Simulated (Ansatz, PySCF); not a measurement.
Breaking a bond: SMILES P. The P1–H4 bond (P1 also carries H, H; H4 carries nothing else) is pulled apart rigidly from the PBE0/def2-TZVP optimised geometry.

```
4

P      0.0000     0.0000     0.0000
H      0.0000     1.4177    -0.0766
H     -1.4154    -0.0809    -0.0766
H      0.0000     0.0000     1.4198
```

Levels: RCCSD(T) = CCSD(T) on RHF/cc-pVTZ, frozen core (Ansatz, a quantum-chemistry and plane-wave program); RCCSDT = CCSDT on RHF/cc-pVTZ, frozen core (Ansatz); UHF/6-31G* = unrestricted Hartree-Fock/6-31G*, spherical d (PySCF); UKS-CAM-B3LYP = unrestricted CAM-B3LYP/cc-pVTZ in PySCF 2.14.0.

Energies are in kcal/mol, each relative to the lowest point of its own curve near equilibrium.

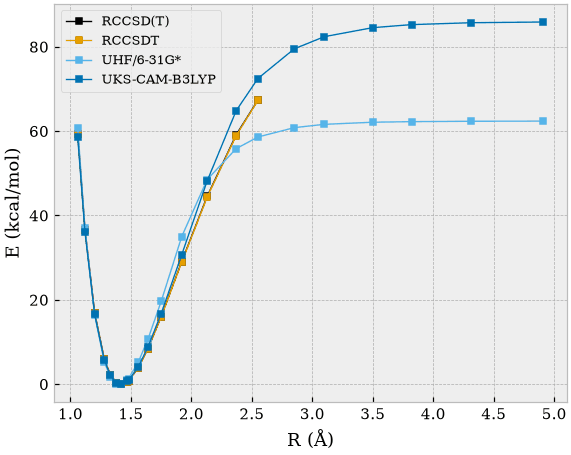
Fig. 1. Energy against bond length for each method.

```json
[
 {"R / Å": "1.06", "RCCSD(T)": "59.3", "RCCSDT": "59.4", "UHF/6-31G*": "60.8", "UKS-CAM-B3LYP": "58.5"},
 {"R / Å": "1.12", "RCCSD(T)": "36.6", "RCCSDT": "36.6", "UHF/6-31G*": "36.9", "UKS-CAM-B3LYP": "36.1"},
 {"R / Å": "1.20", "RCCSD(T)": "16.9", "RCCSDT": "16.9", "UHF/6-31G*": "16.5", "UKS-CAM-B3LYP": "16.6"},
 {"R / Å": "1.28", "RCCSD(T)": "5.9", "RCCSDT": "5.9", "UHF/6-31G*": "5.3", "UKS-CAM-B3LYP": "5.7"},
 {"R / Å": "1.33", "RCCSD(T)": "2.2", "RCCSDT": "2.2", "UHF/6-31G*": "1.7", "UKS-CAM-B3LYP": "2.1"},
 {"R / Å": "1.38", "RCCSD(T)": "0.4", "RCCSDT": "0.4", "UHF/6-31G*": "0.1", "UKS-CAM-B3LYP": "0.3"},
 {"R / Å": "1.42", "RCCSD(T)": "0.0", "RCCSDT": "0.0", "UHF/6-31G*": "0.0", "UKS-CAM-B3LYP": "0.0"},
 {"R / Å": "1.47", "RCCSD(T)": "0.6", "RCCSDT": "0.6", "UHF/6-31G*": "1.0", "UKS-CAM-B3LYP": "0.6"},
 {"R / Å": "1.48", "RCCSD(T)": "0.8", "RCCSDT": "0.8", "UHF/6-31G*": "1.3", "UKS-CAM-B3LYP": "0.9"},
 {"R / Å": "1.56", "RCCSD(T)": "3.9", "RCCSDT": "3.8", "UHF/6-31G*": "5.2", "UKS-CAM-B3LYP": "4.0"},
 {"R / Å": "1.64", "RCCSD(T)": "8.4", "RCCSDT": "8.4", "UHF/6-31G*": "10.6", "UKS-CAM-B3LYP": "8.8"},
 {"R / Å": "1.75", "RCCSD(T)": "16.0", "RCCSDT": "16.0", "UHF/6-31G*": "19.6", "UKS-CAM-B3LYP": "16.8"},
 {"R / Å": "1.92", "RCCSD(T)": "29.1", "RCCSDT": "28.9", "UHF/6-31G*": "35.0", "UKS-CAM-B3LYP": "30.7"},
 {"R / Å": "2.13", "RCCSD(T)": "44.5", "RCCSDT": "44.3", "UHF/6-31G*": "48.5", "UKS-CAM-B3LYP": "48.2"},
 {"R / Å": "2.37", "RCCSD(T)": "59.1", "RCCSDT": "58.9", "UHF/6-31G*": "55.8", "UKS-CAM-B3LYP": "64.8"},
 {"R / Å": "2.55", "RCCSD(T)": "67.4", "RCCSDT": "67.3", "UHF/6-31G*": "58.6", "UKS-CAM-B3LYP": "72.5"},
 {"R / Å": "2.85", "RCCSD(T)": "—", "RCCSDT": "—", "UHF/6-31G*": "60.8", "UKS-CAM-B3LYP": "79.5"},
 {"R / Å": "3.10", "RCCSD(T)": "—", "RCCSDT": "—", "UHF/6-31G*": "61.6", "UKS-CAM-B3LYP": "82.4"},
 {"R / Å": "3.50", "RCCSD(T)": "—", "RCCSDT": "—", "UHF/6-31G*": "62.1", "UKS-CAM-B3LYP": "84.5"},
 {"R / Å": "3.82", "RCCSD(T)": "—", "RCCSDT": "—", "UHF/6-31G*": "62.2", "UKS-CAM-B3LYP": "85.2"},
 {"R / Å": "4.31", "RCCSD(T)": "—", "RCCSDT": "—", "UHF/6-31G*": "62.3", "UKS-CAM-B3LYP": "85.7"},
 {"R / Å": "4.91", "RCCSD(T)": "—", "RCCSDT": "—", "UHF/6-31G*": "62.4", "UKS-CAM-B3LYP": "85.9"}
]
```

At the longest distance, 4.91 Å, UKS-CAM-B3LYP lies highest above its minimum (85.9 kcal/mol) and UHF/6-31G* lowest (62.4 kcal/mol).

Dashes: no converged value, or the column stops at the first point that the program doubted or that broke a chosen test of continuity, which isn't proof of a fault.

The T1 diagnostic of CCSD on the restricted reference of RCCSD(T), RCCSDT exceeds 0.045 at 2.85 to 4.91 Å. The unrestricted determinant behind UHF/6-31G* is spin-contaminated at 1.92 to 4.91 Å (<S²> up to 1.0, against 0.00 for a pure singlet). The unrestricted determinant behind UKS-CAM-B3LYP is spin-contaminated at 2.37 to 4.91 Å (<S²> up to 1.0, against 0.00 for a pure singlet).
